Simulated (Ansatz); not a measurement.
Geometry relaxation of ZrN$_{4}$H$_{9}$F (part 1 of 2)

ZrN$_{4}$H$_{9}$F, computed with RKS PBE/def2-SVP (Ansatz 0.2.0).

The input holds or restrains some coordinates. Forces given for the steps count only the free coordinates. It belongs to a series of runs on one base structure; here: pulled along the bonds that form and break, towards end B. Figures and captions count atoms from 1; the log counts them from 0 in places.

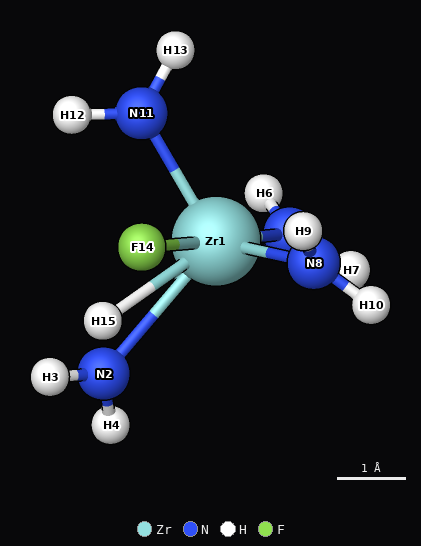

*The structure as given in the input (ball-and-stick view, seen at a tilt; atoms are numbered from 1 in the order of the input). Sticks mark near contacts.*

Input:
```yaml
crystal:
  periodic: [false, false, false]
  atoms:
    - { symbol: Zr, position_ang: [0.0, 0.0, 0.0] }
    - { symbol: "N", position_ang: [0.0, 0.0, 2.56] }
    - { symbol: H, position_ang: [-0.877, -0.2713, 3.09] }
    - { symbol: H, position_ang: [0.877, 0.2713, 3.09] }
    - { symbol: "N", position_ang: [2.084, 0.0, -0.7359] }
    - { symbol: H, position_ang: [2.5823, -0.918, -0.9166] }
    - { symbol: H, position_ang: [2.5853, 0.918, -0.9082] }
    - { symbol: "N", position_ang: [-1.0409, 1.8034, -0.7359] }
    - { symbol: H, position_ang: [-2.061, 1.7482, -1.0186] }
    - { symbol: H, position_ang: [-0.5204, 2.7241, -0.8065] }
    - { symbol: "N", position_ang: [-1.0409, -1.8034, -0.7359] }
    - { symbol: H, position_ang: [-1.5759, -2.4197, -0.0595] }
    - { symbol: H, position_ang: [-1.0055, -2.0526, -1.7656] }
    - { symbol: F, position_ang: [-2.1637, 0.0069, 0.7189] }
    - { symbol: H, position_ang: [-1.425, 0.0045, 1.9368] }
basis:
  gaussian: { orbitals: def2-SVP }
hamiltonian:
  xc: pbe
relax:
  f_tol: 0.15
  max_steps: 25
  restrain:
    - { distance: [0, 13], at: 1.98, k: 30.0 }
    - { distance: [14, 1], at: 1.06, k: 30.0 }
    - { distance: [0, 1], at: 3.41, k: 30.0 }
    - { distance: [14, 13], at: 2.12, k: 30.0 }
output:
  orbitals: {}
```

Hardware: 4 threads of Arm Neoverse V2, 24 GiB of memory available, shared host.

Run as:
```bash
ansatz run input.yaml --threads 4 --pin off --max-ram 5120MiB --backend cpu --events-out ev --progress --plain --runs-dir out
```

Output:
```
The last accepted step is kept in [file] (removed where the run ends without a failure and the disk answers)
Engine: ansatz 0.2.0, aarch64-unknown-linux-gnu
Functional definition: PBE
  parameter kappa = 0.804
  parameter beta = 0.06672455060314922
  exchange = pbe_x(kappa = kappa, mu = beta*pi^2/3)
  correlation = pbe_c(beta = beta)
1636 factors; their error is unknown
mean field evaluation 1: about -10053.6308 eV, gradient 1.3e2 eV
mean field evaluation 2: about -9718.6097 eV, gradient 3.3e2 eV
mean field evaluation 4: about -10085.2247 eV, gradient 3.4e1 eV
mean field evaluation 8: about -10088.1842 eV, gradient 9.0e-1 eV
mean field evaluation 16: about -10088.1185 eV, gradient 1.4e-2 eV
mean field -10088.11854366 eV, -370.7315185073 hartree, gradient 2.0e-5 eV, S^2 0.000000; 0 other end points of the search recorded, 0 dependent functions left out
the calculation of the forces begins
reference -10088.11864304 eV, -370.7315221593 hartree; 29, 29 occupied and 117, 117 virtual orbitals, 1636 factors
relax step   1: F+E_penalty+E_count = -10088.11854366 eV  Δ(F+E_penalty+E_count) = +0.000e0 eV  max|allowed force component| = 3.616e0 eV/Å  E_restraint = 23.12530228 eV  max|allowed force component, restraints' pulls added| = 2.450e1 eV/Å  Δτ_max = 0.0000 Å  (35 SCF iters, accepted)
  distance Zr 0 - F 13 = 2.2800 Å
  distance H 14 - N 1 = 1.5553 Å
  distance Zr 0 - N 1 = 2.5600 Å
  distance H 14 - F 13 = 1.4244 Å
these checks for a lower state are left out or cut short: starts, cluster_reference, orbital_swaps, neighbouring_geometries, increment
1636 factors; their error is unknown
mean field evaluation 32: about -10088.0719 eV, gradient 9.4e-6 eV
mean field -10088.07190431 eV, -370.7298045427 hartree, gradient 9.4e-6 eV, S^2 0.000000; 0 other end points of the search recorded, 0 dependent functions left out
[... from here on the field's lines of each further geometry are left out, up to the last ...]
relax step   2: F+E_penalty+E_count = -10088.07190431 eV  Δ(F+E_penalty+E_count) = +4.664e-2 eV  max|allowed force component| = 4.045e0 eV/Å  E_restraint = 10.22208217 eV  max|allowed force component, restraints' pulls added| = 1.745e1 eV/Å  Δτ_max = 0.1949 Å  (37 SCF iters, accepted)
relax step   3: F+E_penalty+E_count = -10088.62039477 eV  Δ(F+E_penalty+E_count) = -5.485e-1 eV  max|allowed force component| = 4.927e0 eV/Å  E_restraint = 3.03625473 eV  max|allowed force component, restraints' pulls added| = 8.944e0 eV/Å  Δτ_max = 0.1949 Å  (38 SCF iters, accepted)
relax step   4: F+E_penalty+E_count = -10089.87160191 eV  Δ(F+E_penalty+E_count) = -1.251e0 eV  max|allowed force component| = 3.305e0 eV/Å  E_restraint = 0.42106088 eV  max|allowed force component, restraints' pulls added| = 3.591e0 eV/Å  Δτ_max = 0.1950 Å  (39 SCF iters, accepted)
relax step   5: F+E_penalty+E_count = -10091.10164894 eV  Δ(F+E_penalty+E_count) = -1.230e0 eV  max|allowed force component| = 2.330e0 eV/Å  E_restraint = 0.02154167 eV  max|allowed force component, restraints' pulls added| = 2.049e0 eV/Å  Δτ_max = 0.1910 Å  (38 SCF iters, accepted)
relax step   6: F+E_penalty+E_count = -10091.75770378 eV  Δ(F+E_penalty+E_count) = -6.561e-1 eV  max|allowed force component| = 2.367e0 eV/Å  E_restraint = 0.00667703 eV  max|allowed force component, restraints' pulls added| = 2.207e0 eV/Å  Δτ_max = 0.1917 Å  (36 SCF iters, accepted)
relax step   7: F+E_penalty+E_count = -10092.26173032 eV  Δ(F+E_penalty+E_count) = -5.040e-1 eV  max|allowed force component| = 2.083e0 eV/Å  E_restraint = 0.00351922 eV  max|allowed force component, restraints' pulls added| = 1.837e0 eV/Å  Δτ_max = 0.2000 Å  (36 SCF iters, accepted)
relax step   8: F+E_penalty+E_count = -10092.64801829 eV  Δ(F+E_penalty+E_count) = -3.863e-1 eV  max|allowed force component| = 1.409e0 eV/Å  E_restraint = 0.00509198 eV  max|allowed force component, restraints' pulls added| = 1.444e0 eV/Å  Δτ_max = 0.1950 Å  (37 SCF iters, accepted)
relax step   9: F+E_penalty+E_count = -10092.82401123 eV  Δ(F+E_penalty+E_count) = -1.760e-1 eV  max|allowed force component| = 1.003e0 eV/Å  E_restraint = 0.00280712 eV  max|allowed force component, restraints' pulls added| = 9.567e-1 eV/Å  Δτ_max = 0.1999 Å  (30 SCF iters, accepted)
relax step  10: F+E_penalty+E_count = -10092.95634740 eV  Δ(F+E_penalty+E_count) = -1.323e-1 eV  max|allowed force component| = 6.641e-1 eV/Å  E_restraint = 0.00261851 eV  max|allowed force component, restraints' pulls added| = 6.559e-1 eV/Å  Δτ_max = 0.1951 Å  (29 SCF iters, accepted)
relax step  11: F+E_penalty+E_count = -10093.03235445 eV  Δ(F+E_penalty+E_count) = -7.601e-2 eV  max|allowed force component| = 6.351e-1 eV/Å  E_restraint = 0.00295738 eV  max|allowed force component, restraints' pulls added| = 4.559e-1 eV/Å  Δτ_max = 0.1999 Å  (30 SCF iters, accepted)
relax step  12: F+E_penalty+E_count = -10093.12215493 eV  Δ(F+E_penalty+E_count) = -8.980e-2 eV  max|allowed force component| = 6.126e-1 eV/Å  E_restraint = 0.00319896 eV  max|allowed force component, restraints' pulls added| = 2.404e-1 eV/Å  Δτ_max = 0.1999 Å  (29 SCF iters, accepted)
relax step  13: F+E_penalty+E_count = -10093.17665821 eV  Δ(F+E_penalty+E_count) = -5.450e-2 eV  max|allowed force component| = 6.288e-1 eV/Å  E_restraint = 0.00292972 eV  max|allowed force component, restraints' pulls added| = 2.486e-1 eV/Å  Δτ_max = 0.1998 Å  (29 SCF iters, accepted)
relax step  14: F+E_penalty+E_count = -10093.22108498 eV  Δ(F+E_penalty+E_count) = -4.443e-2 eV  max|allowed force component| = 6.195e-1 eV/Å  E_restraint = 0.00311311 eV  max|allowed force component, restraints' pulls added| = 2.241e-1 eV/Å  Δτ_max = 0.1998 Å  (29 SCF iters, accepted)
relax step  15: F+E_penalty+E_count = -10093.24991789 eV  Δ(F+E_penalty+E_count) = -2.883e-2 eV  max|allowed force component| = 7.698e-1 eV/Å  E_restraint = 0.00174192 eV  max|allowed force component, restraints' pulls added| = 4.727e-1 eV/Å  Δτ_max = 0.1942 Å  (29 SCF iters, accepted)
relax step  16: F+E_penalty+E_count = -10093.28227950 eV  Δ(F+E_penalty+E_count) = -3.236e-2 eV  max|allowed force component| = 8.580e-1 eV/Å  E_restraint = 0.00103434 eV  max|allowed force component, restraints' pulls added| = 6.387e-1 eV/Å  Δτ_max = 0.1980 Å  (30 SCF iters, accepted)
relax step  17: F+E_penalty+E_count = -10093.30724807 eV  Δ(F+E_penalty+E_count) = -2.497e-2 eV  max|allowed force component| = 1.002e0 eV/Å  E_restraint = 0.00069182 eV  max|allowed force component, restraints' pulls added| = 8.835e-1 eV/Å  Δτ_max = 0.1949 Å  (29 SCF iters, accepted)
relax step  18: F+E_penalty+E_count = -10093.36115678 eV  Δ(F+E_penalty+E_count) = -5.391e-2 eV  max|allowed force component| = 6.516e-1 eV/Å  E_restraint = 0.00307686 eV  max|allowed force component, restraints' pulls added| = 2.098e-1 eV/Å  Δτ_max = 0.1999 Å  (30 SCF iters, accepted)
relax step  19: F+E_penalty+E_count = -10093.38282950 eV  Δ(F+E_penalty+E_count) = -2.167e-2 eV  max|allowed force component| = 5.799e-1 eV/Å  E_restraint = 0.00344810 eV  max|allowed force component, restraints' pulls added| = 2.268e-1 eV/Å  Δτ_max = 0.2000 Å  (30 SCF iters, accepted)
relax step  20: F+E_penalty+E_count = -10093.38973416 eV  Δ(F+E_penalty+E_count) = -6.905e-3 eV  max|allowed force component| = 5.410e-1 eV/Å  E_restraint = 0.00767475 eV  max|allowed force component, restraints' pulls added| = 5.410e-1 eV/Å  Δτ_max = 0.1951 Å  (30 SCF iters, accepted)
relax step  21: F+E_penalty+E_count = -10093.41000891 eV  Δ(F+E_penalty+E_count) = -2.027e-2 eV  max|allowed force component| = 5.908e-1 eV/Å  E_restraint = 0.00223277 eV  max|allowed force component, restraints' pulls added| = 4.531e-1 eV/Å  Δτ_max = 0.1220 Å  (30 SCF iters, accepted)
relax step  22: F+E_penalty+E_count = -10093.41833383 eV  Δ(F+E_penalty+E_count) = -8.325e-3 eV  max|allowed force component| = 5.002e-1 eV/Å  E_restraint = 0.00409075 eV  max|allowed force component, restraints' pulls added| = 2.729e-1 eV/Å  Δτ_max = 0.1996 Å  (31 SCF iters, accepted)
the calculation of the forces begins
reference -10093.42542838 eV, -370.9265429233 hartree; 29, 29 occupied and 117, 117 virtual orbitals, 1636 factors
relax step  23: F+E_penalty+E_count = -10093.42533214 eV  Δ(F+E_penalty+E_count) = -6.998e-3 eV  max|allowed force component| = 4.657e-1 eV/Å  E_restraint = 0.00417601 eV  max|allowed force component, restraints' pulls added| = 1.347e-1 eV/Å  Δτ_max = 0.1678 Å  (30 SCF iters, accepted)
  distance Zr 0 - F 13 = 1.9762 Å
  distance H 14 - N 1 = 1.0445 Å
  distance Zr 0 - N 1 = 3.4050 Å
  distance H 14 - F 13 = 2.1203 Å
1636 factors; their error is unknown
mean field evaluation 192: about -10093.2514 eV, gradient 1.1e1 eV
```

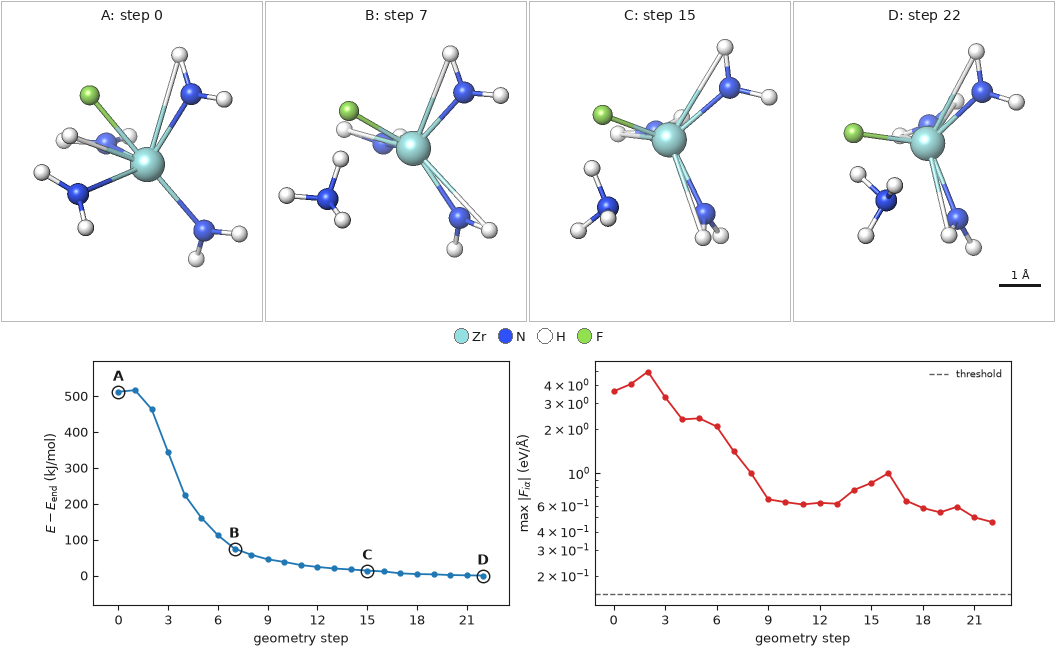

*Frames of the restrained relaxation (ball-and-stick view, seen at a tilt) above the curves, on which the letters mark them (the first geometry is step 0 here and step 1 in the log).*

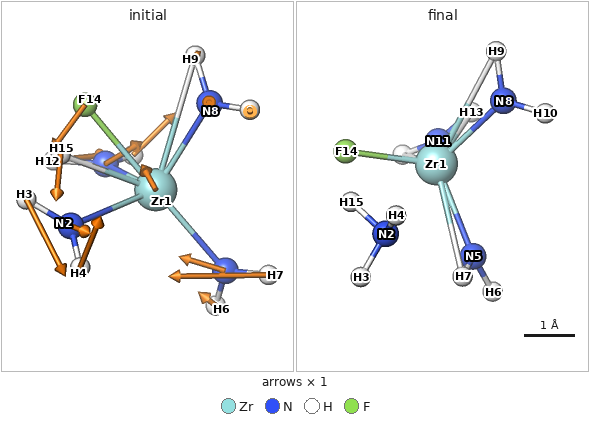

*Before (left) and after (right) the restrained relaxation, at one scale (ball-and-stick view, seen at a tilt). The orange arrows give the displacements, at true length.*

The atom that moves furthest after the best rigid fit is H7 (2.10 Å). By element the largest moves are H 2.10 Å, F 1.20 Å, N 1.09 Å, Zr 0.79 Å. Among the contacts that change: Zr1–N2 2.560 → 3.405 Å, Zr1–H15 2.405 → 3.143 Å, N2–H15 1.555 → 1.045 Å, Zr1–F14 2.280 → 1.976 Å. New bonds form: N2–H15 (1.56 → 1.04 Å). Bonds break: Zr1–H15 (2.40 → 3.14 Å), Zr1–N2 (2.56 → 3.41 Å). Among the angles that change: N5–Zr1–F14 178.9° → 115.6°, H9–Zr1–F14 55.4° → 101.0°, N8–Zr1–F14 69.8° → 114.0°. The energy falls by 512.0 kJ/mol in 22 geometry steps. The largest force component goes from 3.6 to 0.47 eV/Å. (Atoms are counted from 1 in the order of the input.)
